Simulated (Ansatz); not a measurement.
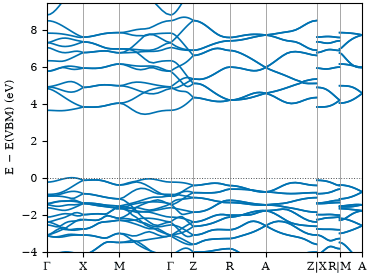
Fig. 1. Band structure from r²SCAN in the plane-wave PAW code Ansatz

Q: Read off the gap and where the band edges lie.

A: About 3.4 eV (3.43 eV by a search for the band edges); maximum on the Γ–X line, 69 % of the way from Γ, minimum on the M–Γ line, 50 % of the way from M.

The material is TeO2 in space group P4_12_12 (No. 92; Te on 4a, O on 8b).

The workflow started from a Materials Project entry (that database holds measured and hypothetical structures alike); the Crystallography Open Database files this formula in space group No. 92, but the cells were not matched. Its standing as an ambient phase is unchecked. The cell was relaxed with r²SCAN under the symmetry of its start; its stability against distortions is not shown here. Scalar-relativistic: spin–orbit coupling is off unless named, which matters more the heavier the elements.

Potentials: the later of the program's two PAW sets.
